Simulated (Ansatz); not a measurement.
## Geometry relaxation of C$_{2}$H$_{6}$SSi (part 2 of 2)

C$_{2}$H$_{6}$SSi, SMILES [SiH3]CC=S; RKS PBE0-D4/def2-TZVP (Ansatz 0.2.0). The geometry: PBE-D4/def2-SVP start.

Geometry of the input (Å):
```
Si -1.1168  0.7170  -0.1407
C  0.2353  -0.4022  0.6429
C  1.2757  -0.7235  -0.3649
S  2.7014  0.0549  -0.5589
H  -0.4904  2.0153  -0.5627
H  -2.1891  0.9615  0.8855
H  -1.7095  0.0267  -1.3389
H  -0.2864  -1.3157  1.0040
H  0.6582  0.1628  1.4992
H  1.0046  -1.5480  -1.0624
```

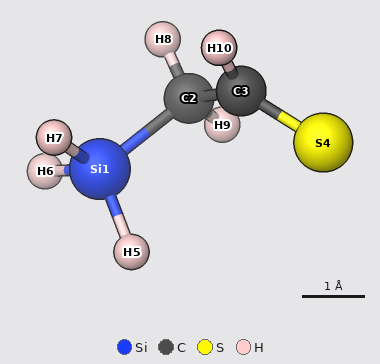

The geometry at step 6 of the log (ball-and-stick view, seen at an oblique angle; atoms are numbered from 1 in the order of the input).

**Trajectory as extended XYZ (Å, eV, eV/Å), 11 frames, from step=1 to step=11**
```
10
Properties=species:S:1:pos:R:3:forces:R:3 step=1 energy=-20875.79675
Si   -1.1168    0.7170   -0.1407    0.0775  -0.0024  -0.0477
C     0.2353   -0.4022    0.6429    0.0337  -0.0037   0.1927
C     1.2757   -0.7235   -0.3649    0.2406   0.0666  -0.1678
S     2.7014    0.0549   -0.5589   -0.8202  -0.4517   0.1040
H    -0.4904    2.0153   -0.5627   -0.1574  -0.2959   0.1027
H    -2.1891    0.9615    0.8855    0.2298  -0.0619  -0.2261
H    -1.7095    0.0267   -1.3389    0.1188   0.1552   0.2711
H    -0.2864   -1.3157    1.0040    0.2806   0.4250  -0.1868
H     0.6582    0.1628    1.4992   -0.1932  -0.3043  -0.4240
H     1.0046   -1.5480   -1.0624    0.1899   0.4732   0.3819
10
Properties=species:S:1:pos:R:3:forces:R:3 step=2 energy=-20875.83581
Si   -1.1055    0.7135   -0.1434    0.0405  -0.0366   0.0434
C     0.2333   -0.3986    0.6436   -0.0121   0.0129   0.0193
C     1.2617   -0.7176   -0.3630    0.2247   0.0777  -0.0293
S     2.6774    0.0532   -0.5586   -0.3623  -0.1996   0.0278
H    -0.4915    2.0025   -0.5583   -0.0307  -0.0743   0.0235
H    -2.1708    0.9511    0.8705    0.0442  -0.0070  -0.0528
H    -1.6968    0.0307   -1.3281    0.0425   0.0315   0.0586
H    -0.2790   -1.3053    0.9980    0.0669   0.1308  -0.0569
H     0.6570    0.1539    1.4915   -0.0642  -0.0805  -0.1313
H     0.9974   -1.5346   -1.0491    0.0503   0.1451   0.0977
10
Properties=species:S:1:pos:R:3:forces:R:3 step=3 energy=-20875.83868
Si   -1.0992    0.7086   -0.1402    0.0309  -0.0185  -0.0038
C     0.2333   -0.3977    0.6457   -0.0020  -0.0310   0.0290
C     1.2613   -0.7228   -0.3538   -0.0611   0.1773  -0.1372
S     2.6601    0.0548   -0.5669    0.0175  -0.0488   0.0327
H    -0.4844    1.9915   -0.5537    0.0036   0.0171  -0.0014
H    -2.1681    0.9482    0.8631   -0.0065  -0.0026   0.0032
H    -1.6777    0.0250   -1.3248   -0.0077  -0.0050  -0.0105
H    -0.2805   -1.2973    0.9992   -0.0129  -0.0204   0.0192
H     0.6533    0.1541    1.4885    0.0132   0.0050   0.0294
H     0.9851   -1.5157   -1.0540    0.0251  -0.0731   0.0394
10
Properties=species:S:1:pos:R:3:forces:R:3 step=4 energy=-20875.83961
Si   -1.1014    0.7106   -0.1378   -0.0005   0.0013  -0.0051
C     0.2320   -0.3945    0.6416   -0.0433   0.0274  -0.0385
C     1.2538   -0.7104   -0.3661    0.0489  -0.1059   0.0758
S     2.6628    0.0479   -0.5643    0.0559   0.0628  -0.0341
H    -0.4882    1.9939   -0.5488    0.0079   0.0352  -0.0077
H    -2.1706    0.9473    0.8645   -0.0207   0.0023   0.0151
H    -1.6779    0.0284   -1.3229   -0.0169  -0.0105  -0.0256
H    -0.2784   -1.2960    0.9922   -0.0161  -0.0484   0.0171
H     0.6544    0.1531    1.4845    0.0296   0.0291   0.0463
H     0.9967   -1.5315   -1.0399   -0.0447   0.0067  -0.0432
10
Properties=species:S:1:pos:R:3:forces:R:3 step=5 energy=-20875.84072
Si   -1.1007    0.7103   -0.1396    0.0066  -0.0037   0.0000
C     0.2328   -0.3960    0.6440   -0.0151   0.0035   0.0003
C     1.2574   -0.7155   -0.3614    0.0226   0.0046  -0.0114
S     2.6638    0.0504   -0.5661   -0.0120  -0.0077  -0.0009
H    -0.4880    1.9958   -0.5508   -0.0005   0.0030   0.0015
H    -2.1708    0.9470    0.8637   -0.0026  -0.0014  -0.0006
H    -1.6796    0.0281   -1.3255    0.0009  -0.0001  -0.0021
H    -0.2788   -1.2980    0.9965    0.0017  -0.0019   0.0021
H     0.6552    0.1537    1.4878    0.0033  -0.0006   0.0029
H     0.9918   -1.5270   -1.0455   -0.0051   0.0042   0.0082
10
Properties=species:S:1:pos:R:3:forces:R:3 step=6 energy=-20875.84073
Si   -1.1006    0.7102   -0.1397    0.0066  -0.0067   0.0005
C     0.2332   -0.3953    0.6442   -0.0176  -0.0017   0.0068
C     1.2576   -0.7150   -0.3615    0.0152   0.0018  -0.0081
S     2.6648    0.0486   -0.5676   -0.0105  -0.0041   0.0013
H    -0.4883    1.9961   -0.5500   -0.0001   0.0051   0.0011
H    -2.1715    0.9458    0.8628   -0.0038  -0.0005   0.0008
H    -1.6782    0.0282   -1.3262   -0.0001  -0.0007  -0.0039
H    -0.2771   -1.2979    0.9972   -0.0023   0.0000  -0.0034
H     0.6539    0.1540    1.4889    0.0135   0.0053   0.0013
H     0.9895   -1.5259   -1.0452   -0.0009   0.0016   0.0036
10
Properties=species:S:1:pos:R:3:forces:R:3 step=7 energy=-20875.84078
Si   -1.1002    0.7102   -0.1396    0.0014  -0.0015   0.0000
C     0.2333   -0.3951    0.6447   -0.0086   0.0014   0.0069
C     1.2571   -0.7154   -0.3615    0.0065  -0.0003  -0.0057
S     2.6638    0.0483   -0.5690   -0.0021  -0.0003   0.0000
H    -0.4890    1.9974   -0.5482    0.0003   0.0016   0.0014
H    -2.1728    0.9443    0.8616   -0.0020  -0.0013   0.0000
H    -1.6762    0.0287   -1.3275    0.0018  -0.0001  -0.0018
H    -0.2773   -1.2974    0.9981   -0.0007   0.0004  -0.0009
H     0.6558    0.1545    1.4886    0.0052   0.0015  -0.0009
H     0.9887   -1.5267   -1.0444   -0.0016  -0.0014   0.0010
10
Properties=species:S:1:pos:R:3:forces:R:3 step=8 energy=-20875.84084
Si   -1.0995    0.7105   -0.1392   -0.0028   0.0034  -0.0026
C     0.2337   -0.3937    0.6464    0.0114   0.0033   0.0049
C     1.2553   -0.7167   -0.3619   -0.0126  -0.0042   0.0019
S     2.6612    0.0464   -0.5748    0.0083   0.0048  -0.0014
H    -0.4903    2.0011   -0.5409   -0.0021  -0.0031   0.0022
H    -2.1779    0.9379    0.8577    0.0018  -0.0014  -0.0033
H    -1.6672    0.0306   -1.3322    0.0017   0.0031   0.0024
H    -0.2771   -1.2950    1.0019    0.0018   0.0018   0.0027
H     0.6602    0.1571    1.4879   -0.0075  -0.0045  -0.0046
H     0.9846   -1.5295   -1.0419   -0.0001  -0.0033  -0.0022
10
Properties=species:S:1:pos:R:3:forces:R:3 step=9 energy=-20875.84076 accepted=F
Si   -1.0989    0.7114   -0.1390    0.0021  -0.0210  -0.0013
C     0.2350   -0.3937    0.6475   -0.0205   0.0036  -0.0058
C     1.2548   -0.7174   -0.3624    0.0061   0.0110   0.0148
S     2.6606    0.0452   -0.5791    0.0017   0.0029  -0.0010
H    -0.4905    2.0028   -0.5384    0.0021   0.0001   0.0038
H    -2.1799    0.9358    0.8555    0.0013   0.0015   0.0026
H    -1.6642    0.0325   -1.3334    0.0005   0.0017  -0.0028
H    -0.2739   -1.2961    1.0033   -0.0073   0.0117   0.0017
H     0.6569    0.1595    1.4899    0.0179  -0.0128  -0.0160
H     0.9833   -1.5314   -1.0410   -0.0040   0.0013   0.0040
10
Properties=species:S:1:pos:R:3:forces:R:3 step=10 energy=-20875.84086
Si   -1.0994    0.7104   -0.1394   -0.0005   0.0022   0.0003
C     0.2342   -0.3935    0.6467    0.0016  -0.0007  -0.0022
C     1.2550   -0.7171   -0.3619   -0.0030  -0.0009   0.0010
S     2.6608    0.0461   -0.5765    0.0010   0.0008  -0.0006
H    -0.4906    2.0016   -0.5389    0.0002   0.0002   0.0006
H    -2.1787    0.9365    0.8566   -0.0005  -0.0014  -0.0003
H    -1.6660    0.0319   -1.3334    0.0014   0.0001  -0.0001
H    -0.2763   -1.2946    1.0032   -0.0002  -0.0001   0.0016
H     0.6601    0.1579    1.4878   -0.0002   0.0005  -0.0002
H     0.9840   -1.5306   -1.0412    0.0001  -0.0008  -0.0001
10
Properties=species:S:1:pos:R:3:forces:R:3 step=11 energy=-20875.84088
Si   -1.0986    0.7110   -0.1391   -0.0015  -0.0031  -0.0001
C     0.2350   -0.3923    0.6479    0.0000  -0.0013  -0.0039
C     1.2533   -0.7189   -0.3623   -0.0005   0.0016   0.0018
S     2.6583    0.0443   -0.5829   -0.0004  -0.0005  -0.0007
H    -0.4920    2.0056   -0.5310    0.0005  -0.0001   0.0008
H    -2.1835    0.9292    0.8526    0.0004   0.0009   0.0004
H    -1.6575    0.0353   -1.3383    0.0002   0.0005  -0.0009
H    -0.2753   -1.2921    1.0078   -0.0012   0.0010   0.0004
H     0.6627    0.1612    1.4867    0.0020   0.0004   0.0012
H     0.9807   -1.5346   -1.0383    0.0006   0.0008   0.0010
```

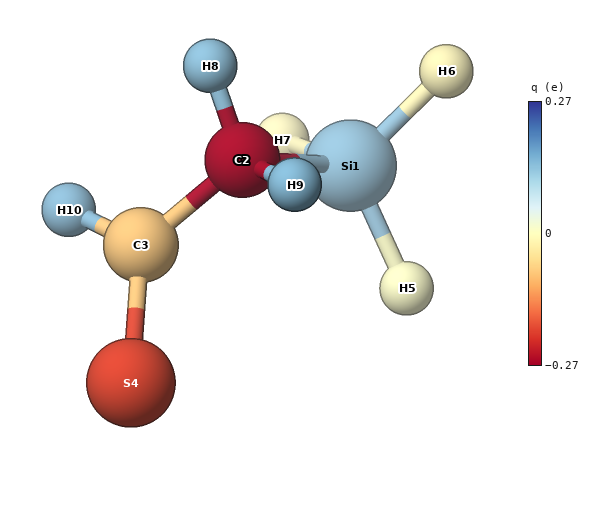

Mulliken charges, as the colour of each atom (ball-and-stick view, seen at a tilt; atoms are numbered from 1 in the order of the input). By element: Si +0.14, C −0.26 to −0.08, S −0.20 and H −0.02 to +0.15 e.

**Summary**

| quantity | value |
| --- | --- |
| outcome | converged |
| total energy | −20875.8409 eV |
| mean-field energy | −20875.6502 eV |
| dispersion energy | −0.1907 eV |
| SCF solution under orbital rotations | stable |
| largest force (length of the vector) at the end | 0.004 eV/Å |
| dipole moment | 2.62 D |
| wall time | 56 s (CPU time 1.8 min) |
| peak memory | 0.4 GiB |
